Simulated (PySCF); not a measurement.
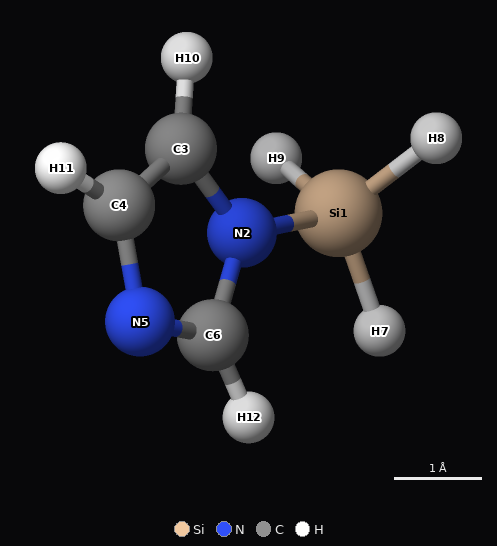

The input geometry of the first run (ball-and-stick view, seen at a tilt; atoms are numbered from 1 in the order of the input).

# C3H6N2Si: a changed input and its effect

System: C3H6N2Si, SMILES [SiH3]n1ccnc1.
Method of the first run: GIAO PBE0/pcSseg-1 NMR shielding, non-relativistic, gas phase (PySCF 2.14.0).

The geometry comes from this level: PBE0-D3(BJ)/def2-SVP. Text and figures count atoms from 1; the logs count them from 0 in places.

Input file, the first run:
```
{"job": {"kind": "nmr", "xc": "PBE0", "basis": "pcSseg-1"}, "charge": 0, "multiplicity": 1}
Si     1.898558     0.035491     0.001920
N      0.126001    -0.075718    -0.020645
C     -0.785106     0.939324     0.207991
C     -2.026818     0.369411     0.093073
N     -1.914091    -0.963448    -0.198468
C     -0.632322    -1.197751    -0.259310
H      2.391062    -1.331139    -0.315874
H      2.354819     0.470652     1.351102
H      2.348705     1.020805    -1.020124
H     -0.473920     1.958720     0.427120
H     -2.996616     0.853237     0.205647
H     -0.172411    -2.163713    -0.473492
```

The first line tells a small driver script what to run in PySCF; the rest is the geometry in Å.

Command:
```bash
OMP_NUM_THREADS=1 python <driver script> task.json out
```

Hardware: 1 CPU thread, shared host.

Output (the first run):
```
coarse grid: 10728 points
cycle   1  E = -516.4351016414  dE =  9.147e-01  |g| = 3.709e-01  |ddm| = 3.196e+00
cycle   2  E = -516.3800508398  dE =  5.505e-02  |g| = 6.186e-01  |ddm| = 1.026e+00
cycle   3  E = -516.4707996888  dE = -9.075e-02  |g| = 9.388e-02  |ddm| = 6.381e-01
cycle   4  E = -516.4723090982  dE = -1.509e-03  |g| = 4.333e-02  |ddm| = 9.069e-02
cycle   5  E = -516.4726955608  dE = -3.865e-04  |g| = 1.071e-02  |ddm| = 3.842e-02
cycle   6  E = -516.4727176625  dE = -2.210e-05  |g| = 3.904e-03  |ddm| = 1.059e-02
cycle   7  E = -516.4727211313  dE = -3.469e-06  |g| = 5.799e-04  |ddm| = 3.272e-03
final grid: 99768 points
cycle   8  E = -516.5042197709  dE = -2.063e-05  |g| = 6.230e-03  |ddm| = 2.265e-02
cycle   9  E = -516.5042153610  dE =  4.410e-06  |g| = 7.764e-03  |ddm| = 1.254e-02
cycle  10  E = -516.5042291398  dE = -1.378e-05  |g| = 8.462e-04  |ddm| = 6.769e-03
cycle  11  E = -516.5042292848  dE = -1.450e-07  |g| = 2.576e-04  |ddm| = 7.761e-04
cycle  12  E = -516.5042292969  dE = -1.213e-08  |g| = 9.797e-05  |ddm| = 2.435e-04
cycle  13  E = -516.5042292987  dE = -1.756e-09  |g| = 3.530e-05  |ddm| = 9.141e-05
cycle  14  E = -516.5042292990  dE = -2.840e-10  |g| = 5.542e-06  |ddm| = 3.386e-05
converged SCF energy = -516.5042292990

GIAO shielding tensors (ppm)
atom      isotropic    diamagn.    paramagn.     s11        s22        s33       span
  0 Si     401.673     879.658    -477.985    373.615    378.739    452.665     79.051
  1 N       89.975     331.343    -241.368    -16.048     87.729    198.242    214.290
  2 C       60.093     253.207    -193.114    -26.250     66.933    139.596    165.846
  3 C       44.827     256.844    -212.017    -37.273     48.295    123.457    160.729
  4 N      -46.054     332.008    -378.062   -271.922   -108.756    242.514    514.436
  5 C       39.416     251.761    -212.345    -37.348     55.936     99.660    137.009
  6 H       26.266      28.921      -2.655     22.544     25.675     30.579      8.034
  7 H       26.230      28.550      -2.320     22.877     24.469     31.343      8.466
  8 H       26.220      28.554      -2.334     22.850     24.501     31.309      8.459
  9 H       24.273      31.291      -7.019     21.507     24.566     26.745      5.238
 10 H       23.858      30.245      -6.388     21.170     24.041     26.361      5.191
 11 H       23.996      30.366      -6.371     19.836     24.780     27.372      7.536
```

For the second run the input was changed thus:
```diff
-"xc": "PBE0"
-"basis": "pcSseg-1"
+"xc": "wB97X-D"
+"basis": "pcSseg-2"
+"pop": false
```

What does this change do to the results?

The total energies belong to different models, so their difference says nothing on which is more stable or more accurate. The HOMO goes from −6.77 to −8.59 eV. The LUMO goes from 0.06 to 1.50 eV. Of all shieldings, the largest change is that of Si1, by −9.7 ppm. The functional changes from PBE0 to wB97X-D. The number of SCF iterations is the same. The basis functions go from 139 to 307.

Output (the second run):
```
coarse grid: 10728 points
cycle   1  E = -516.8784639904  dE =  1.051e+00  |g| = 4.292e-01  |ddm| = 2.550e+00
cycle   2  E = -516.8770357733  dE =  1.428e-03  |g| = 4.984e-01  |ddm| = 8.039e-01
cycle   3  E = -516.9289783974  dE = -5.194e-02  |g| = 6.812e-02  |ddm| = 4.163e-01
cycle   4  E = -516.9298326681  dE = -8.543e-04  |g| = 3.745e-02  |ddm| = 6.865e-02
cycle   5  E = -516.9301124392  dE = -2.798e-04  |g| = 9.618e-03  |ddm| = 3.296e-02
cycle   6  E = -516.9301353354  dE = -2.290e-05  |g| = 2.277e-03  |ddm| = 1.277e-02
cycle   7  E = -516.9301370179  dE = -1.682e-06  |g| = 8.036e-04  |ddm| = 5.243e-03
final grid: 99768 points
cycle   8  E = -516.9450143175  dE = -2.095e-04  |g| = 7.411e-03  |ddm| = 4.873e-02
cycle   9  E = -516.9450165517  dE = -2.234e-06  |g| = 7.273e-03  |ddm| = 9.322e-03
cycle  10  E = -516.9450266698  dE = -1.012e-05  |g| = 7.625e-04  |ddm| = 4.104e-03
cycle  11  E = -516.9450267558  dE = -8.606e-08  |g| = 5.527e-04  |ddm| = 9.560e-04
cycle  12  E = -516.9450268202  dE = -6.431e-08  |g| = 1.308e-04  |ddm| = 4.377e-04
cycle  13  E = -516.9450268239  dE = -3.778e-09  |g| = 4.577e-05  |ddm| = 1.240e-04
cycle  14  E = -516.9450268246  dE = -6.362e-10  |g| = 9.040e-06  |ddm| = 7.177e-05
converged SCF energy = -516.9450268246

GIAO shielding tensors (ppm)
atom      isotropic    diamagn.    paramagn.     s11        s22        s33       span
  0 Si     391.945     878.167    -486.222    365.216    369.390    441.228     76.012
  1 N       83.497     326.861    -243.364    -23.369     77.689    196.171    219.540
  2 C       55.119     258.082    -202.963    -36.517     64.319    137.554    174.072
  3 C       39.264     254.492    -215.228    -48.218     43.067    122.943    171.161
  4 N      -52.816     321.769    -374.585   -278.393   -121.139    241.083    519.475
  5 C       33.184     255.347    -222.163    -48.500     48.650     99.401    147.901
  6 H       26.257      29.273      -3.016     22.616     25.665     30.489      7.872
  7 H       26.337      28.999      -2.661     23.233     24.592     31.186      7.952
  8 H       26.328      29.002      -2.674     23.207     24.624     31.153      7.946
  9 H       24.256      31.884      -7.628     21.754     24.062     26.951      5.197
 10 H       23.843      30.742      -6.899     21.362     23.710     26.457      5.095
 11 H       23.899      30.993      -7.094     20.078     24.460     27.159      7.081
```

The two runs side by side:

| quantity | the first run | the second run |
| --- | --- | --- |
| outcome | converged | converged |
| total energy (hartree) | −516.504229 | −516.945027 |
| HOMO (eV) | −6.77 | −8.59 |
| LUMO (eV) | 0.06 | 1.50 |
| dipole moment (D) | 3.57 | 3.59 |
| shielding of Si1 (ppm) | 401.7 | 391.9 |
| shielding of N2 (ppm) | 90.0 | 83.5 |
| shielding of C3 (ppm) | 60.1 | 55.1 |
| shielding of C4 (ppm) | 44.8 | 39.3 |
| shielding of N5 (ppm) | −46.1 | −52.8 |
| shielding of C6 (ppm) | 39.4 | 33.2 |
| shielding of H9 (ppm) | 26.2 | 26.3 |
| SCF iterations | 14 | 14 |
| basis functions | 139 | 307 |
| wall time (shared host) | 13 s | 54 s |
